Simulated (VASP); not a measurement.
# MgO (Periclase): structure and properties in VASP, part 2 of 4

How well does PBEsol + D3(BJ) reproduce what experiment finds for MgO (Periclase)? The cell is relaxed first, and properties follow on it. The start is a cell from a database of measured crystal structures.

VASP 6.6.1; PBEsol with D3(BJ); plane waves and PAW (Mg, O).

So far, gap on the k-mesh (eV): step 2 (full relaxation (PBEsol + D3(BJ))) 4.92. The relaxed cell has a = 4.172 Å (conventional setting).

The database entry behind the starting cell differs from later determinations by our own check (about 0.1 % long), so it need not match the best structure at ambient conditions.

## 4. Density, ELF and potential (PBEsol + D3(BJ))

The relaxed cell gets a fresh self-consistent run, on a basis set for its own volume, to fix the density and to check the remaining stress.

File INCAR:

```
SYSTEM = MgO
PREC = Accurate
ENCUT = 520
EDIFF = 1E-06
NELM = 100
ISMEAR = 0
SIGMA = 0.05
LREAL = .FALSE.
ALGO = Normal
GGA = PS
IVDW = 12
NBANDS = 10
LORBIT = 11
LWAVE = .FALSE.
LCHARG = .TRUE.
ISIF = 2
LELF = .TRUE.
LVHAR = .TRUE.
```

File POSCAR:

```
MgO
1.0
    0.0000000000      2.0858163861      2.0858163861
    2.0858163861      0.0000000000      2.0858163861
    2.0858163861      2.0858163861      0.0000000000
Mg O
1 1
Direct
    0.0000000000      0.0000000000      0.0000000000
    0.5000000000      0.5000000000      0.5000000000
```

File KPOINTS:

```
Automatic mesh
0
Gamma
11 11 11
0 0 0
```

PAW data sets: Mg and O (PBE family, release 64).

Started as:

```sh
> mpirun -np 2 vasp_std
```

What it wrote:

```text
[banner, memory and clock lines left out]
running    2 mpi-ranks, on    1 nodes
 distrk:  each k-point on    2 cores,    1 groups
 distr:  one band on    1 cores,    2 groups

 POSCAR found type information on POSCAR MgO
 POSCAR found :  2 types and       2 ions
 [... a notice as in an earlier step ...]

 LDA part: xc-table for (Slater+PW92), standard interpolation
 POSCAR, INCAR and KPOINTS ok, starting setup
 FFT: planning ... GRIDC
 FFT: planning ... GRID_SOFT
 FFT: planning ... GRID
 WAVECAR not read
 entering main loop
       N       E                     dE             d eps       ncg     rms          rms(c)
[... 4 cycles as in an earlier step ...]
DAV:   5    -0.138983986823E+02   -0.42164E-05   -0.42164E-05  1260   0.544E-02    0.670E+00
DAV:   6    -0.125405808929E+02    0.13578E+01   -0.77070E+00  1144   0.166E+01    0.216E+00
DAV:   7    -0.125179561785E+02    0.22625E-01   -0.39818E-02  1194   0.204E+00    0.129E+00
DAV:   8    -0.125049419462E+02    0.13014E-01   -0.20427E-02  1138   0.180E+00    0.185E-01
[... 1 cycle as in an earlier step ...]
DAV:  10    -0.125047266889E+02    0.51313E-04   -0.34283E-04  1206   0.149E-01    0.518E-03
DAV:  11    -0.125047277526E+02   -0.10637E-05   -0.43222E-06  1184   0.153E-02    0.309E-03
DAV:  12    -0.125047281652E+02   -0.41261E-06   -0.95454E-08   608   0.359E-03
   1 F= -.13018653E+02 E0= -.13018653E+02  d E =-.535858E-19
```

It took 17 s on 2 MPI ranks of AMD EPYC 7R43, shared host; peak memory 0.21 GiB; 32 s of CPU time.

OUTCAR, selected parts (step 4):

```text
The static configuration has the point symmetry O_h .

 Found     56 irreducible k-points:

   NELECT =       8.0000    total number of electrons

 E-fermi :   3.5825

 Edisp (eV)   -0.51392

  Total       0.00074     0.00074     0.00074    -0.00000    -0.00000     0.00000
  in kB       0.06551     0.06551     0.06551    -0.00000    -0.00000     0.00000
  external pressure =        0.07 kB  Pullay stress =        0.00 kB

 POSITION                                       TOTAL-FORCE (eV/Angst)
 -----------------------------------------------------------------------------------
      0.00000      0.00000      0.00000        -0.000000     -0.000000      0.000000
      2.08582      2.08582      2.08582         0.000000      0.000000      0.000000
 -----------------------------------------------------------------------------------
    total drift:                               -0.000000     -0.000000      0.000000

[... 18 parts as in an earlier step ...]
```

Numbers from this step:

```yaml
scf_cycles: 12
```

Valence electrons inside each PAW sphere by angular momentum. Sphere charges, by row:

```
atom  s (e)  p (e)  d (e)  tot (e)
 Mg1  0.154  0.191  0.086    0.431
  O2  1.538  3.558      0    5.096
```

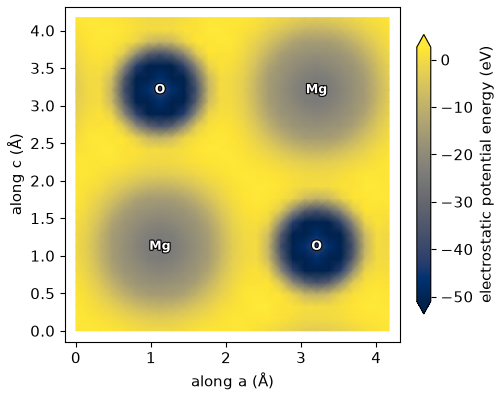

Electrostatic potential energy in the ac plane of the conventional cell at fractional y = 0.000, with atoms of Mg and O within 0.2 Å of it. With pseudopotentials it is smooth inside the atoms' cores, unlike the true potential. The map starts off the cell's origin, so that atoms lie inside it.

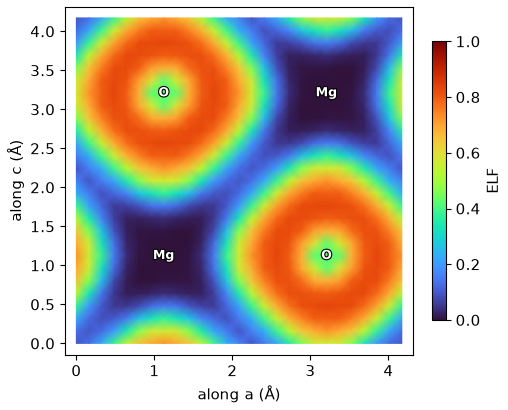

ELF in the ac plane of the conventional cell at fractional y = 0.000, with atoms of Mg and O within 0.2 Å of it. It is the smooth field of the valence electrons, not physical close to the nuclei. The map starts off the cell's origin, so that atoms lie inside it.

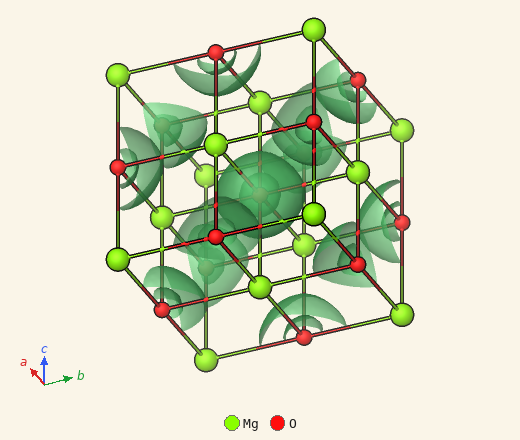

Surface of ELF = 0.75.

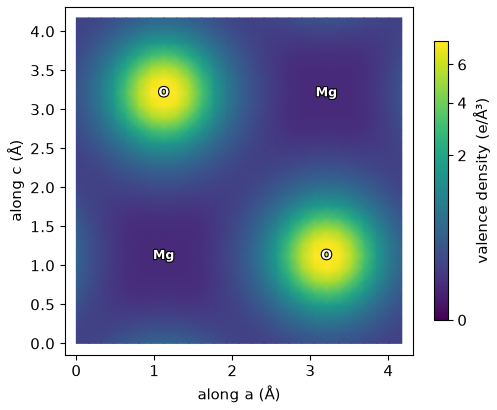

Valence density in the ac plane of the conventional cell at fractional y = 0.000, with atoms of Mg and O within 0.2 Å of it. It is the smooth field of the valence electrons, not physical close to the nuclei. The map starts off the cell's origin, so that atoms lie inside it. The colour scale is stretched toward low values.

In this run the pressure is 0.01 GPa, small enough to go on.

## 5. Bands along the symmetry lines (PBEsol + D3(BJ))

Levels along the symmetry lines show where the bands peak and cross; KPOINTS_OPT computes them in the converged potential.

File INCAR:

```
SYSTEM = MgO
PREC = Accurate
ENCUT = 520
EDIFF = 1E-06
NELM = 100
ISMEAR = 0
SIGMA = 0.05
LREAL = .FALSE.
ALGO = Normal
GGA = PS
IVDW = 12
NBANDS = 16
LORBIT = 11
LWAVE = .FALSE.
LCHARG = .FALSE.
KPAR = 2
```

POSCAR is that of step 4.

KPOINTS is that of step 4.

File KPOINTS_OPT:

```
Line mode
16
Line-mode
Reciprocal
  0.00000000   0.00000000   0.00000000 GAMMA
  0.50000000   0.00000000   0.50000000 X

  0.50000000   0.00000000   0.50000000 X
  0.50000000   0.25000000   0.75000000 W

  0.50000000   0.25000000   0.75000000 W
  0.37500000   0.37500000   0.75000000 K

  0.37500000   0.37500000   0.75000000 K
  0.00000000   0.00000000   0.00000000 GAMMA

  0.00000000   0.00000000   0.00000000 GAMMA
  0.50000000   0.50000000   0.50000000 L

  0.50000000   0.50000000   0.50000000 L
  0.62500000   0.25000000   0.62500000 U

  0.62500000   0.25000000   0.62500000 U
  0.50000000   0.25000000   0.75000000 W

  0.50000000   0.25000000   0.75000000 W
  0.50000000   0.50000000   0.50000000 L

  0.50000000   0.50000000   0.50000000 L
  0.37500000   0.37500000   0.75000000 K

  0.62500000   0.25000000   0.62500000 U
  0.50000000   0.00000000   0.50000000 X
```

Started as:

```sh
> mpirun -np 2 vasp_std
```

What it wrote:

```text
[... set-up lines as in an earlier step ...]
 entering main loop
       N       E                     dE             d eps       ncg     rms          rms(c)
DAV:   1     0.160180871698E+02    0.16018E+02   -0.42423E+03  1944   0.444E+02
DAV:   2    -0.132723206769E+02   -0.29290E+02   -0.28549E+02  2440   0.115E+02
DAV:   3    -0.138971188032E+02   -0.62480E+00   -0.62452E+00  2136   0.136E+01
DAV:   4    -0.138983953204E+02   -0.12765E-02   -0.12765E-02  2304   0.701E-01
DAV:   5    -0.138983986887E+02   -0.33683E-05   -0.33683E-05  2136   0.337E-02    0.670E+00
DAV:   6    -0.125374600889E+02    0.13609E+01   -0.63202E+00  1984   0.103E+01    0.209E+00
DAV:   7    -0.125186344120E+02    0.18826E-01   -0.55397E-02  2096   0.151E+00    0.132E+00
DAV:   8    -0.125054942201E+02    0.13140E-01   -0.25809E-02  1984   0.127E+00    0.298E-01
DAV:   9    -0.125048201136E+02    0.67411E-03   -0.97724E-04  2304   0.167E-01    0.138E-01
DAV:  10    -0.125047261236E+02    0.93990E-04   -0.30077E-04  2008   0.104E-01    0.650E-03
DAV:  11    -0.125047280188E+02   -0.18952E-05   -0.68625E-06  2304   0.132E-02    0.365E-03
DAV:  12    -0.125047281698E+02   -0.15101E-06   -0.16785E-07  1088   0.249E-03
   1 F= -.13018653E+02 E0= -.13018653E+02  d E =-.385254E-23
 Start KPOINTS_OPT (optional k-point list driver)
k-point batch [1-56\160]
       N       E                     dE             ncg
DAV:   1     0.525917168978E+03   -0.18515E+05     1960
DAV:   2    -0.101051709701E+04   -0.15364E+04     2400
DAV:   3    -0.104140880740E+04   -0.30892E+02     2384
DAV:   4    -0.104147180729E+04   -0.63000E-01     2256
DAV:   5    -0.104147198051E+04   -0.17323E-03     2392
DAV:   6    -0.104147198110E+04   -0.58493E-06     2040
[...]
k-point batch [113-160\160]
       N       E                     dE             ncg
DAV:   1     0.378450041762E+04   -0.17467E+05     1688
DAV:   2     0.250957498190E+04   -0.12749E+04     2168
DAV:   3     0.248616164672E+04   -0.23413E+02     1832
DAV:   4     0.248611018570E+04   -0.51461E-01     1864
DAV:   5     0.248611004586E+04   -0.13984E-03     1864
DAV:   6     0.248611004543E+04   -0.43607E-06     1704
```

It took 50 s on 2 MPI ranks; peak memory 0.27 GiB; 97 s of CPU time.

Parts of OUTCAR (step 5):

```text
   k-points           NKPTS =     56   k-points in BZ     NKDIM =     56   number of bands    NBANDS=     16

   NELECT =       8.0000    total number of electrons

 E-fermi :   3.6206

 k-point     1 :       0.0000    0.0000    0.0000
  band No.  band energies     occupation
      1     -14.0710      2.00000
      2       3.2880      2.00000
      3       3.2880      2.00000
      4       3.2880      2.00000
      5       8.2068      0.00000
      6      19.0801      0.00000
      7      19.0801      0.00000
      8      19.0801      0.00000
      9      22.9993      0.00000
    ...

 Edisp (eV)   -0.51392

  Total       0.00047     0.00047     0.00047     0.00000    -0.00000     0.00000
  in kB       0.04124     0.04124     0.04124     0.00000    -0.00000     0.00000
  external pressure =        0.04 kB  Pullay stress =        0.00 kB

 POSITION                                       TOTAL-FORCE (eV/Angst)
 -----------------------------------------------------------------------------------
      0.00000      0.00000      0.00000         0.000000      0.000000     -0.000000
      2.08582      2.08582      2.08582        -0.000000     -0.000000      0.000000
 -----------------------------------------------------------------------------------
    total drift:                               -0.000000     -0.000000      0.000000

  FREE ENERGIE OF THE ION-ELECTRON SYSTEM (eV)
  ---------------------------------------------------
  free  energy   TOTEN  =       -13.0186525531 eV

  energy  without entropy=      -13.0186525531  energy(sigma->0) =      -13.01865255

[... 13 parts as in an earlier step ...]

[... 3 further parts left out ...]
```

This step gave:

```yaml
bands: 16
fermi_energy: 3.621 eV
pressure: 0.004124 GPa
least_gap_on_mesh_and_path: 4.919 eV
least_direct_gap_on_mesh_and_path: 4.919 eV
```

Electronic bands along the path, in eV, zero at the valence-band top; v1 is the highest filled band, c1 the lowest empty one:

```
    point     v3     v2     v1     c1     c2
        Γ   0.00   0.00   0.00   4.92  15.79
        X  -4.27  -1.41  -1.41   8.95  10.19
        W  -3.10  -3.10  -1.85  11.69  11.69
        K  -3.66  -2.83  -1.20  10.06  12.02
        Γ   0.00   0.00   0.00   4.92  15.79
        L  -4.81  -0.70  -0.70   7.93  12.83
        U  -3.66  -2.83  -1.20  10.06  12.02
        W  -3.10  -3.10  -1.85  11.69  11.69
        L  -4.81  -0.70  -0.70   7.93  12.83
        K  -3.66  -2.83  -1.20  10.06  12.02
jump to U  -3.66  -2.83  -1.20  10.06  12.02
        X  -4.27  -1.41  -1.41   8.95  10.19
```

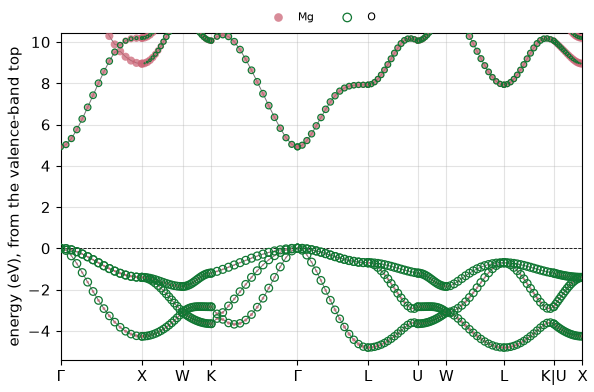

Electronic bands along the path; dots are coloured as in the legend, and their area grows with the weight.

The path finds the gap of the mesh within 0.02 eV, so the mesh comes close to both band edges.

## 6. Total and projected DOS (PBEsol + D3(BJ))

Here the states are counted by energy and projected on the atoms. The mesh is finer than in the run before.

Edit INCAR of step 5 so:

```diff
@@ -5,3 +5,3 @@
 NELM = 100
-ISMEAR = 0
+ISMEAR = -5
 SIGMA = 0.05
@@ -16 +16,2 @@
 KPAR = 2
+NEDOS = 2001
```

POSCAR is that of step 5.

File KPOINTS:

```
Automatic mesh
0
Gamma
16 16 16
0 0 0
```

Started as:

```sh
> mpirun -np 2 vasp_std
```

What it wrote:

```text
[... set-up lines as in an earlier step ...]
 entering main loop
       N       E                     dE             d eps       ncg     rms          rms(c)
DAV:   1     0.161423842789E+02    0.16142E+02   -0.43278E+03  5136   0.446E+02
DAV:   2    -0.133391676936E+02   -0.29482E+02   -0.28757E+02  6336   0.117E+02
DAV:   3    -0.138972717701E+02   -0.55810E+00   -0.55788E+00  5512   0.129E+01
DAV:   4    -0.138983840424E+02   -0.11123E-02   -0.11123E-02  6032   0.649E-01
DAV:   5    -0.138983869418E+02   -0.28993E-05   -0.28993E-05  5568   0.309E-02    0.670E+00
DAV:   6    -0.125373971896E+02    0.13610E+01   -0.63182E+00  5080   0.103E+01    0.209E+00
DAV:   7    -0.125186234794E+02    0.18774E-01   -0.55882E-02  5536   0.151E+00    0.132E+00
DAV:   8    -0.125054884607E+02    0.13135E-01   -0.25850E-02  5192   0.127E+00    0.299E-01
DAV:   9    -0.125048110535E+02    0.67741E-03   -0.98041E-04  6000   0.167E-01    0.139E-01
DAV:  10    -0.125047158682E+02    0.95185E-04   -0.30549E-04  5192   0.105E-01    0.656E-03
DAV:  11    -0.125047178566E+02   -0.19884E-05   -0.69203E-06  5920   0.133E-02    0.368E-03
DAV:  12    -0.125047180187E+02   -0.16212E-06   -0.16995E-07  2856   0.251E-03
   1 F= -.13018642E+02 E0= -.13018642E+02  d E =0.000000E+00
```

The job ended after 38 s (2 MPI ranks; peak memory 0.3 GiB).

From OUTCAR (step 6):

```text
   k-points           NKPTS =    145   k-points in BZ     NKDIM =    145   number of bands    NBANDS=     16

   NELECT =       8.0000    total number of electrons

 E-fermi :   3.3034

 k-point     2 :       0.0625    0.0000    0.0000
  band No.  band energies     occupation
      1     -14.0261      2.00000
      2       3.0045      2.00000
      3       3.2590      2.00000
      4       3.2590      2.00000
      5       8.4764      0.00000
      6      18.4590      0.00000
      7      19.1828      0.00000
      8      19.1828      0.00000
      9      23.8288      0.00000
    ...

 Edisp (eV)   -0.51392

  Total       0.00045     0.00045     0.00045     0.00000     0.00000     0.00000
  in kB       0.03974     0.03974     0.03974     0.00000     0.00000     0.00000
  external pressure =        0.04 kB  Pullay stress =        0.00 kB

 POSITION                                       TOTAL-FORCE (eV/Angst)
 -----------------------------------------------------------------------------------
      0.00000      0.00000      0.00000         0.000000      0.000000      0.000000
      2.08582      2.08582      2.08582         0.000000      0.000000      0.000000
 -----------------------------------------------------------------------------------
    total drift:                               -0.000000     -0.000000      0.000000

  FREE ENERGIE OF THE ION-ELECTRON SYSTEM (eV)
  ---------------------------------------------------
  free  energy   TOTEN  =       -13.0186424019 eV

  energy  without entropy=      -13.0186424019  energy(sigma->0) =      -13.01864240

[... 9 parts as in an earlier step ...]

[... 7 further parts left out ...]
```

Numbers from this step:

```
irreducible k-points : 145
Fermi energy         : 3.303 eV
pressure             : 0.003974 GPa
```

The density of states has structure finer than the step of the table below, so its rows give means over 2 eV, whole bins alone (the curve runs from -12.0 to 12.8 eV). Peaks (eV: height): total -3.9: 2.43, -0.7: 2.82, 9.7: 0.950, 12.2: 1.53; O p -3.9: 1.14, -0.7: 1.97, 12.2: 0.477; Mg p -3.9: 0.102, -1.4: 0.0768, 9.8: 0.0691, 11.9: 0.0592; Mg s -3.8: 0.121, 11.9: 0.102, 12.7: 0.191; O s -3.7: 0.0278, 8.1: 0.0566.

States under -12.0 eV and over 12.8 eV are left out. Density of states against energy, zero at the valence-band top; means over each step; values in states/eV/cell:

```
energy (eV)   total      O p     Mg p     Mg s      O s
         -6       0        0        0        0        0
         -4   0.869    0.408   0.0278   0.0495   0.0104
         -2    1.33    0.815   0.0449   0.0164  0.00672
          0   0.792    0.556   0.0111   8.0e-4   5.1e-4
          2       0        0        0        0        0
          4  5.5e-5        0        0   1.2e-5   1.5e-5
          6  0.0497  0.00696  0.00132  0.00904   0.0101
          8   0.315   0.0468   0.0309   0.0270   0.0409
         10   0.749    0.106   0.0515   0.0531   0.0380
```

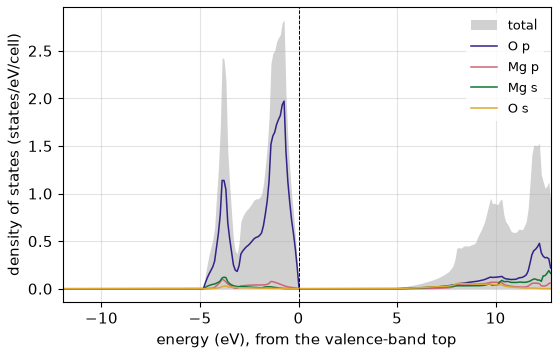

Density of states, plotted against energy.

The gap on this mesh is 4.92 eV. In the top eV of the valence band the largest shares in the PAW spheres are O p 70 %; in the lowest eV of the conduction band, O s 23 %, Mg s 21 % and O p 9 %. The rest lies in smaller channels or between the spheres.

(Part 2 of 4 ends here.)

[Lines on the potential files, build, host, timing and source positions are cut from VASP's logs without a mark.]

[Logs are printed without paths, hosts, clocks, repeated set-up lines and the standing remarks that a program may print on its own settings, such as how far it seeks lower states.]

[Hosts, paths, dates, database ids (printed as entryN), source tags and the programs' standing remarks are cut or masked in the printed files.]

[Measured values are set beside computed ones only where the two were judged alike; some that the calculation misses by far are left out.]
